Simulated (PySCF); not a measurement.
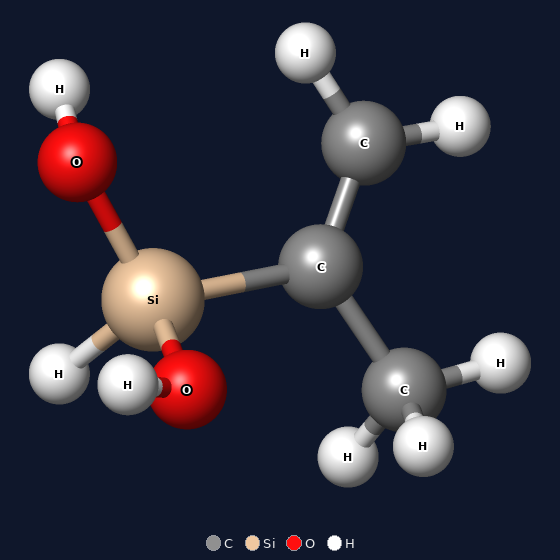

The molecule: C₃H₈O₂Si, SMILES C=C(C)[SiH](O)O.

Vertical TDDFT excitations, PBE0/def2-SVPD in PySCF 2.14.0, at a GFN2-xTB geometry (no frequency check), gas phase.

Q: What does its absorption spectrum look like?

A: The lowest singlet lies at 6.35 eV (195 nm, f = 0.007); the brightest of the first 6 is S3 at 6.97 eV (178 nm), f = 0.219, mainly HOMO → LUMO (56 %). No singlet lies below 3.1 eV (beyond 400 nm), so at this level no vertical transition falls in the visible.


```csv
state,E (eV),λ (nm),f,main character
S1,6.35,195,0.007,HOMO−1 → LUMO (94 %)
S2,6.74,184,0.049,HOMO → LUMO+1 (66 %)
S3,6.97,178,0.219,HOMO → LUMO (56 %)
S4,7.19,172,0.000,HOMO−1 → LUMO+1 (89 %)
S5,7.45,167,0.038,HOMO → LUMO+2 (60 %)
S6,7.61,163,0.011,HOMO−1 → LUMO+2 (78 %)
```

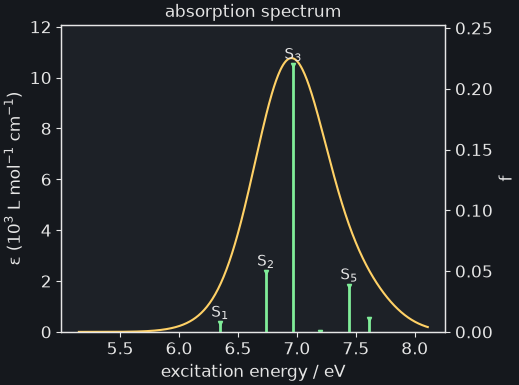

The lowest 6 singlet states are shown; each is broadened by a Gaussian of 1/e half-width 0.40 eV. Sticks give oscillator strengths (right axis).

Note: the tight-binding geometry is rougher than a DFT one and adds to the error; one conformer of a flexible molecule; core orbitals are frozen in the response.
